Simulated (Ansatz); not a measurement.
**Se (trigonal-Se type, space group P3_121), frozen-phonon scan**

Relaxed Se (trigonal-Se type, space group P3_121):

```xyz
6
Lattice="9.0691 0.0000 0.0000 -2.2673 3.9270 0.0000 4.5345 0.0000 5.0415" Properties=species:S:1:pos:R:3 pbc="T T T"
Se    10.0583     0.0000     4.2012
Se     5.5237     0.0000     4.2012
Se     8.5745     0.8566     0.8402
Se     4.0400     0.8566     0.8402
Se     1.7727     3.0704     2.5207
Se     6.3072     3.0704     2.5207
```

The atoms are displaced by Q × the pattern below (from a DFPT mode at L = (0.5, 0.0, 0.5), largest move 1; Q in Å), at fixed cell. (q is in reciprocal vectors of the primitive cell; the cell shown is doubled to hold the pattern.)

```
atom       x       y       z
----  ------  ------  ------
Se1    0.026   0.395   0.918
Se2   -0.026  -0.395  -0.918
Se3   -0.317  -0.183   0.903
Se4    0.317   0.183  -0.903
Se5    0.355  -0.175   0.918
Se6   -0.355   0.175  -0.918
```

Method: PBE (plane waves to 420 eV, PAW, scalar-relativistic; Ansatz, a first-principles code). k mesh 8×8×8 (Γ-centred), Fermi-Dirac smearing 0.05 eV. Energies are smeared free energies. Compression counts positive. Se was relaxed with its symmetry unable to fall. The zero of ΔE is the undisplaced structure.

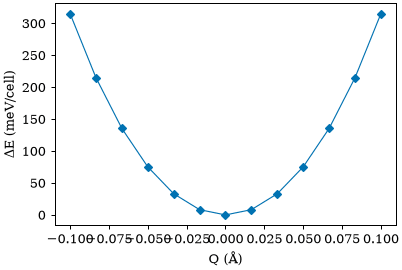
*ΔE (meV/cell) against Q (Å); one marker a computed point.*

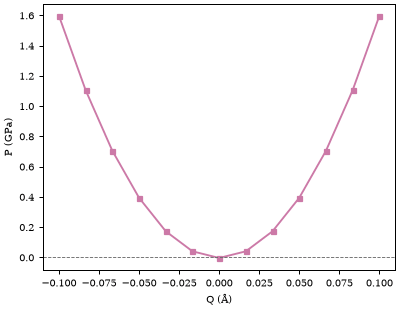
Fig. 1. P (GPa) against Q (Å); one marker a computed point.

Wavenumber by perturbation theory (DFPT, on another k mesh): 186 cm⁻¹. Shape of the curve: a single well with its minimum at or next to zero displacement. Space group of the distorted cell: C2 (No. 5), lowered from P3_121. Symmetry of the curve: even: the same for both signs. Harmonic wavenumber from the curvature (finite differences): 186 cm⁻¹.

E″ = 59.30 eV/Å², M = Σ mᵢ|uᵢ|² = 465.8 u, ν̃ = 521.5·√(|E″|/M).

(A displaced cell: forces are minus the slopes of the energy, force constants its curvatures, and phonons follow from these.)
